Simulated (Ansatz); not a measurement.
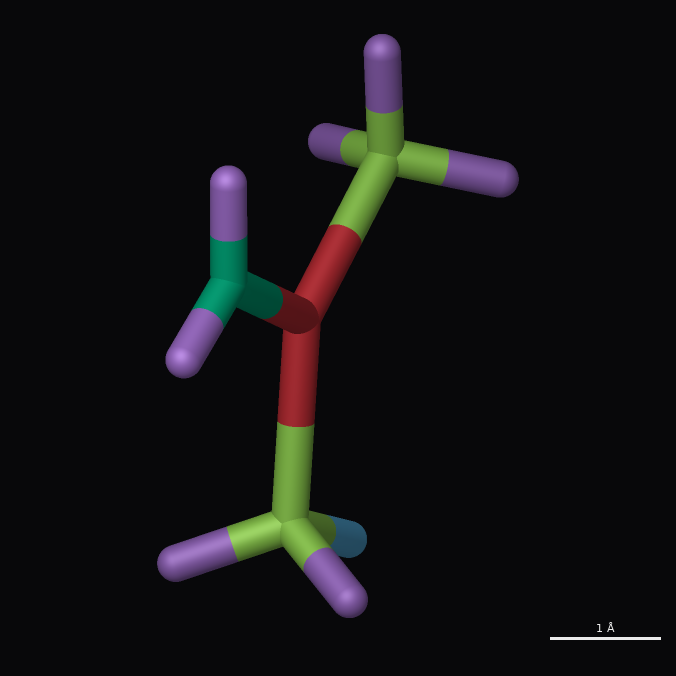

A stick model of a molecule. Colours: carbon green, gallium red, nitrogen teal, fluorine blue, hydrogen purple.

Description:

The molecule is C2H7FGaN. As SMILES it reads `[CH3][Ga]([NH2])[CH2]F`. Among its groups: C–F bond. The point group is Cs. Coordination: 2 C tetrahedral; 1 Ga trigonal planar; 1 N trigonal planar.

The parts below concern this one geometry. Atoms keep their numbers from picture to picture. The computed structure is the end point of a PBE0-D4/def2-TZVP optimisation. No frequency run is at hand to confirm it as a minimum.

### Dipole moment

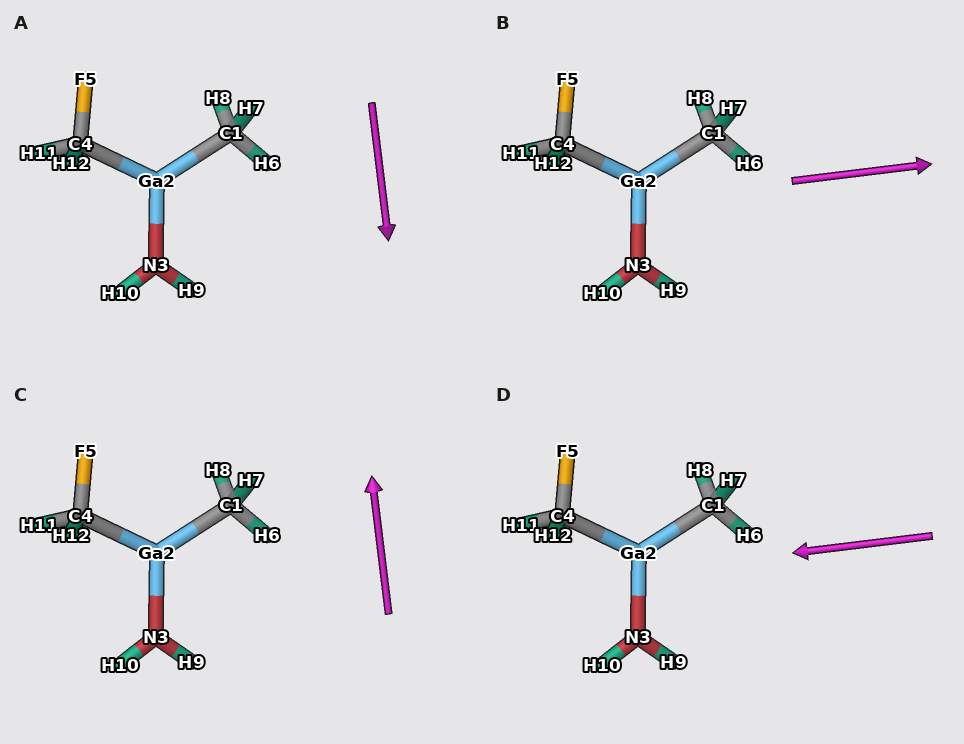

The same molecule four times, each with an arrow. No frequency run is at hand to confirm it as a minimum. Properties computed with RKS PBE0-D4/def2-TZVP (Ansatz 0.2.0).

Which arrow points along the dipole moment, from the negative to the positive end?

Answer. A. The dipole moment is 2.17 D; it points from the side of F5 to the side of H9 (the outermost atoms at the two ends).

### Levels of theory compared

No frequency run is at hand to confirm it as a minimum. Program: Ansatz 0.2.0.

Tabulate HOMO energy (eV), HOMO–LUMO gap (eV) at these levels: B3LYP-D4/def2-TZVPP; PBE-D4/def2-TZVPP; PBE0-D4/def2-TZVPP; r2SCAN-D4/def2-TZVPP; ωB97M-V/def2-TZVPP; ωB97X-V/def2-TZVPP.

```
               level  HOMO energy (eV)  HOMO–LUMO gap (eV)
 B3LYP-D4/def2-TZVPP             −7.04                6.69
   PBE-D4/def2-TZVPP             −5.90                5.03
  PBE0-D4/def2-TZVPP             −7.27                7.20
r2SCAN-D4/def2-TZVPP             −6.18                5.60
  ωB97M-V/def2-TZVPP             −9.68               11.27
  ωB97X-V/def2-TZVPP             −9.77               11.61
```

### Charges

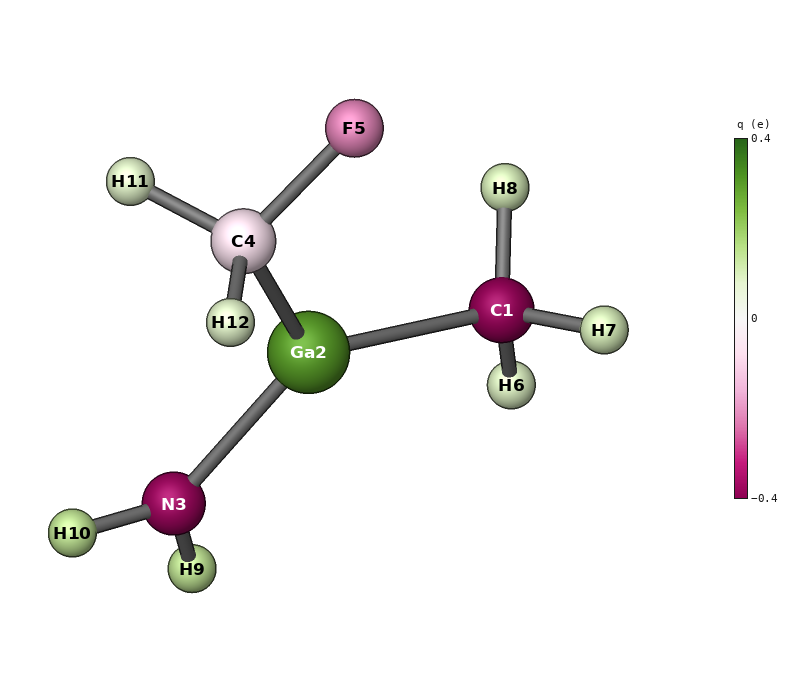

Atoms are coloured by their Mulliken charges. No frequency run is at hand to confirm it as a minimum. Method: RKS PBE-D4/def2-TZVPP (Ansatz 0.2.0).

Which atom carries the highest charge (most positive or least negative)?

Answer. Ga2 (0.30 e).

And the lowest?

Answer. C1 (−0.39 e).

List the Mulliken charges.

```tsv
atom	value (e)
C1	−0.39
Ga2	0.30
N3	−0.38
C4	−0.07
F5	−0.22
H6	0.09
H7	0.10
H8	0.10
H9	0.14
H10	0.14
H11	0.09
H12	0.09
```

Mulliken values depend strongly on the basis set and can even reverse the polarity of a bond.
